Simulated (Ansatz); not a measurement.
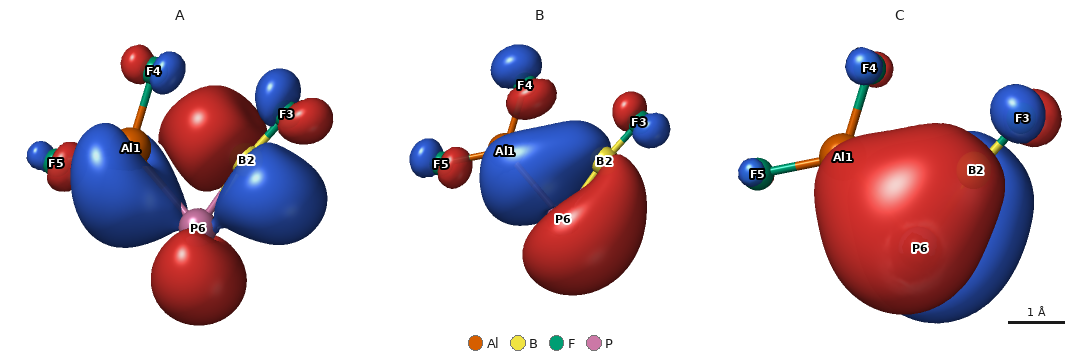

AlBF₃P. Three frontier orbitals at ±0.08 Å⁻³ᐟ² (red and blue are the two phases), in no order.

Geometry: PBE0-D3(BJ)/def2-SVP.

These are results of isolated molecule in a Gaussian basis; Kohn-Sham density functional theory, functional PBE0 (Ansatz 0.2.0), not measurements.

The calculation's input:

```
crystal:
  periodic: [false, false, false]
  atoms:
    - {symbol: Al, position_ang: [-1.229820, -0.479595, 1.582406]}
    - {symbol: B, position_ang: [-0.342141, -2.878472, 1.779620]}
    - {symbol: F, position_ang: [0.877239, -3.244703, 1.891376]}
    - {symbol: F, position_ang: [0.408305, -0.194620, 1.690022]}
    - {symbol: F, position_ang: [-2.211632, 0.842942, 1.436864]}
    - {symbol: P, position_ang: [-2.045023, -2.584257, 1.635352]}
basis:
  gaussian: {orbitals: def2-TZVPD}
hamiltonian: {xc: pbe0}
output: {forces: true, orbitals: {seedname: orbitals}}
```

Run with:

```sh
ansatz run input.yaml --threads 1 --pin off --max-ram 2610MiB --events-out events.jsonl --progress --plain --runs-dir runs
```

**Which picture is the HOMO−1, the HOMO and the LUMO?**

B is the HOMO−1 (−9.09 eV). Its weight (Hirshfeld) is mainly on P6 (about 55 %), Al1 (about 15 %), B2 (about 15 %) and F4 (about 5 %); it is symmetric in the molecular plane (an in-plane orbital: σ, lone-pair or in-plane π type). C is the HOMO (−7.69 eV). Its weight (Hirshfeld) is mainly on P6 (about 60 %) and B2 (about 20 %); it changes sign across the molecular plane (π type); π-bonding across B2–P6. A is the LUMO (−1.74 eV). It lies mainly on B2 (about 40 %), P6 (about 30 %), Al1 (about 20 %) and F3 (about 10 %); it is symmetric in the molecular plane (an in-plane orbital: σ, lone-pair or in-plane π type).

**What is the HOMO–LUMO gap?**

5.95 eV between the orbital energies.
